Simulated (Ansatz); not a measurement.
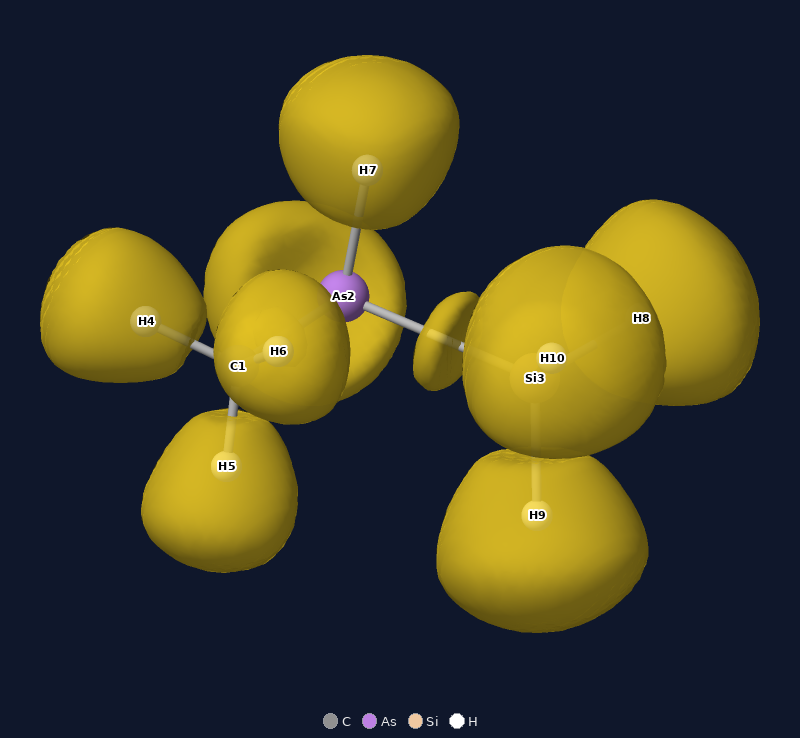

*CH7AsSi. Isosurface of the electron localisation function at 0.85 (yellow), seen at a tilt. Only the valence region is drawn (cores and ρ < 0.01 e/Å³ removed).*

Geometry: PBE0-D3(BJ)/def2-SVP.

All numbers below come from isolated molecule in a Gaussian basis; Kohn-Sham density functional theory, functional PBE0 (Ansatz).

```xyz
10

C    -1.0512    1.5323    1.4383
As   -1.5017    1.9237   -0.4503
Si   -1.3482   -0.3111   -1.2175
H    -0.8472    2.4824    1.9518
H    -1.9259    1.0655    1.9131
H    -0.1834    0.8681    1.5459
H    -0.0739    2.2286   -0.8990
H    -1.3466   -0.3301   -2.7119
H    -2.5450   -1.0635   -0.7289
H    -0.1191   -1.0031   -0.7158
```

Q: Where are the electrons localised?

A: The surface consists of one region between bonded As–C atoms (shared pairs), one region between bonded As–Si atoms (shared pairs), seven regions around hydrogen nuclei and one lobe on As, pointing away from the bonds (lone pairs). Profiles from the grid: C–As (1.98 Å): the ELF peaks at about 0.90 between the atoms, as expected for localised, covalent bonding. Si–As (2.37 Å): the ELF peaks at about 0.95 between the atoms (localised, covalent bonding).
